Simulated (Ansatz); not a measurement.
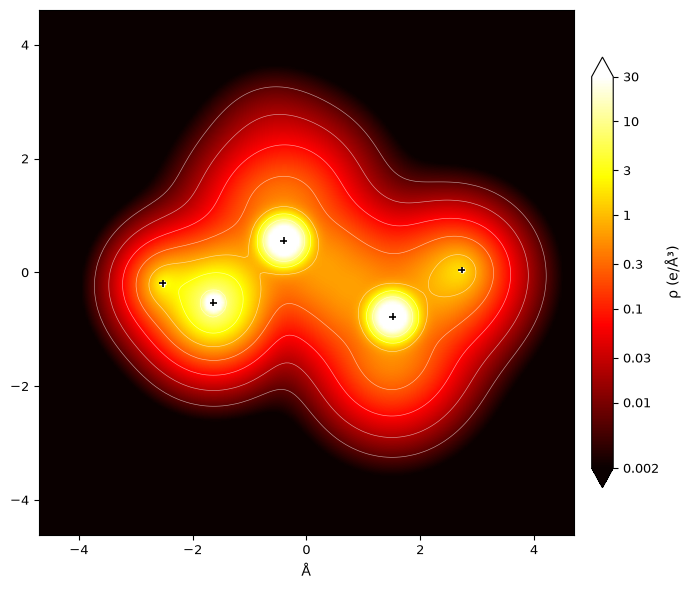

The total electron density on a plane through atoms (crosses mark nuclei in the plane).

These are results of RKS PBE0-D4/def2-TZVPP (Ansatz 0.2.0), not measurements.

Candidates:
A. H₇NOSi₂
B. CH₈MgSi
C. H₃Si···H₃Si···H···F

**Which candidate gave the map?**

Candidate A: H₇NOSi₂ on the plane of atoms Si1, O3 and H4, which holds Si, O and H. Si–O (1.65 Å): the density is about 1.1 e/Å³ at the midpoint. Si–Si (2.34 Å): the density is about 0.66 e/Å³ at the midpoint.
